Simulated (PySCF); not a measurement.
CH₉NOSi₂

```xyz
14

C    -2.2651   -0.4250   -0.0859
O    -0.8947   -0.6683   -0.0660
Si    0.2485    0.0647    0.8306
N     0.2423    1.7630    0.4883
Si    2.1890   -0.8594    0.0561
H    -2.4756    0.5614   -0.5070
H    -2.7384   -1.1859   -0.7082
H    -2.6881   -0.4722    0.9213
H    -0.1010   -0.1652    2.2542
H    -0.6184    2.2845    0.5534
H     1.0039    2.3322    0.8167
H     2.5830   -0.4805   -1.3043
H     2.2161   -2.3243    0.0903
H     3.2978   -0.4255    0.9183
```

Geometry: GFN2-xTB.

All numbers below come from PySCF 2.14.0, PBE0/pcSseg-1, SCF density, gas phase, non-relativistic.

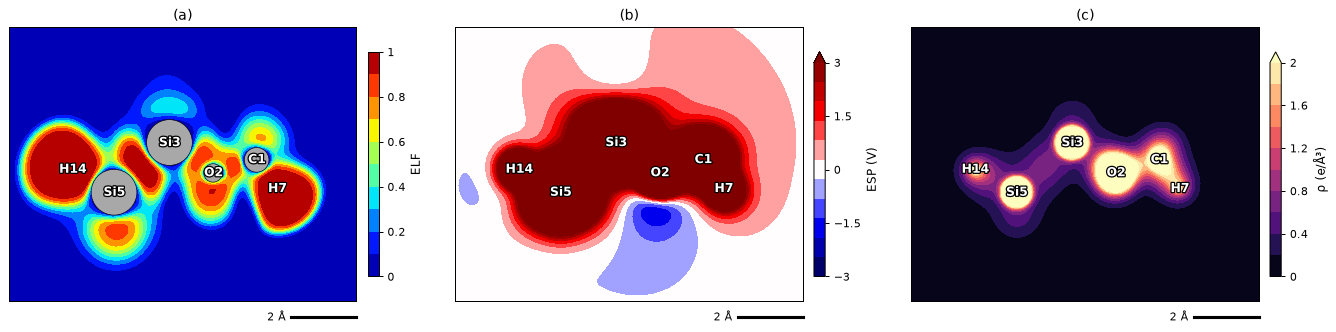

Figure 1. (a) ELF; (b) electrostatic potential; (c) total electron density on the plane of atoms C1, O2 and Si3. Grey discs cover the atomic cores in the ELF map.

Q: What do the fields say about this system?

A: The section cuts through C, O, Si and H sites. C–O (1.39 Å): the density is about 2.1 e/Å³ at the midpoint, with its minimum of 1.8 e/Å³ about 0.5 Å from C; the ELF peaks at about 0.90 between the atoms (a shared but strongly polarised pair). Si–O (1.63 Å): ρ is about 1.2 e/Å³ halfway; the ELF peaks at about 0.85 between the atoms (a polar covalent bond). Si–Si (2.28 Å): the density is about 0.72 e/Å³ at the midpoint; the ELF peaks at about 1 between the atoms: a covalent bond. C–H (1.09 Å): ρ is about 2 e/Å³ halfway; the ELF climbs to about 1 towards the hydrogen, as it does in any bond to H; an ordinary covalent bond to hydrogen. Si–H (1.47 Å): ρ is about 0.78 e/Å³ halfway; the ELF climbs to about 1 towards the hydrogen. The ELF also peaks beside O2, away from the bonds: lone-pair regions. Outside the dense part of the molecule the potential is most negative (−1.8 V) near O2.

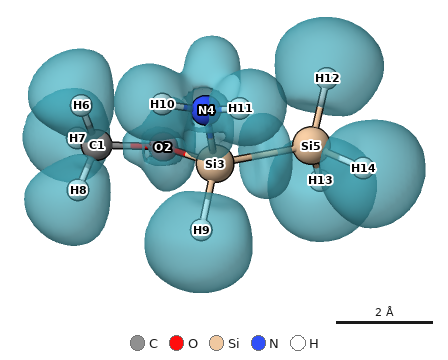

Figure 2. Isosurface of the electron localisation function at 0.75 (cyan), seen from one side. Core shells and regions of very low density are left out.

Q: Describe the localisation domains.

A: The ELF exceeds this value in one region between bonded Si–Si atoms (shared pairs), seven regions around hydrogen nuclei, one region on O in which the atom's valence shell and bonds are merged and one joined region spread over several atoms (H, N), in which their bonds and any lone pairs are merged.

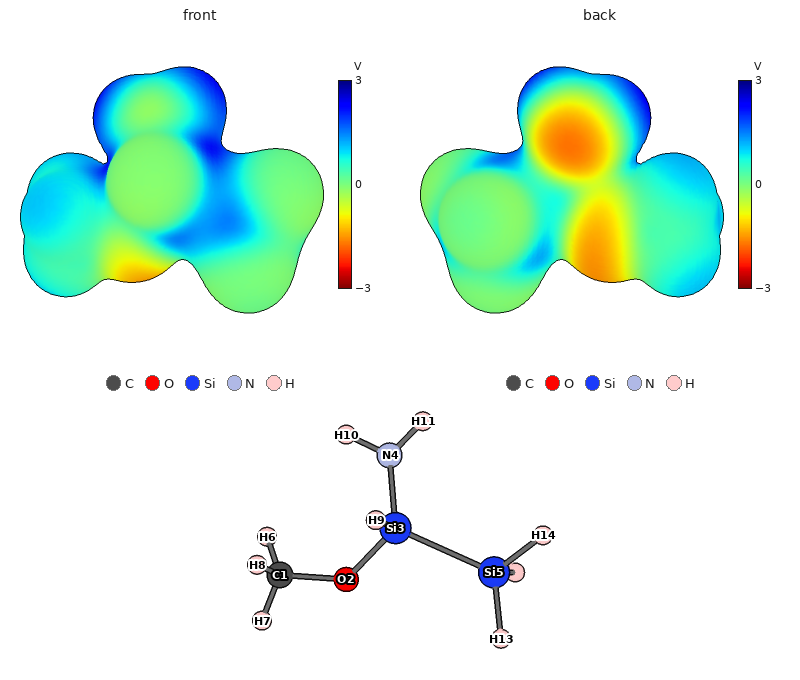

Figure 3. The molecular electrostatic potential painted on the density surface at 0.004 e/bohr³, seen from the front and from behind; red is negative and blue positive. The bare structure is drawn below in the same view.

Q: Which sites attract a positive test charge, and which a negative one?

A: A positive charge is drawn to the negative regions and a negative charge to the positive ones. The most negative region (about −1.7 V) lies over N4, the most positive (about +2.2 V) over Si3, H10 and H11. N4 is the likeliest acceptor of a hydrogen bond.
